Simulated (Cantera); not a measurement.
Charge: 1 mol PbO, 0.028 mol O2, 0.39 mol H2, held at 180000 Pa.

Cantera equilibrium calculation (NASA polynomials, part measured and part estimated; ideal gas, pure solids and liquids). Candidate condensed phases: H2O, Pb, PbO, PbO2, Pb3O4; 12 gas species. Each liquid is taken as pure. Mutual solubility and eutectic melting of coexisting phases are not modelled. Gases not in the tables: (PbO)n polymers. Kinetics and transport are ignored.

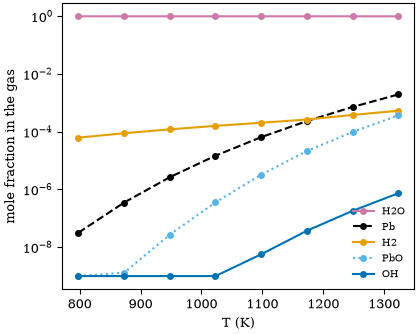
Fig. 1. Equilibrium gas composition (values under 1e-9 drawn at 1e-9)

### Question
Read off the mole fractions at 1098 K.

### Answer
H2O about 1.00, H2 about 0.00020, Pb about 6.5e-5, PbO about 3.3e-6.
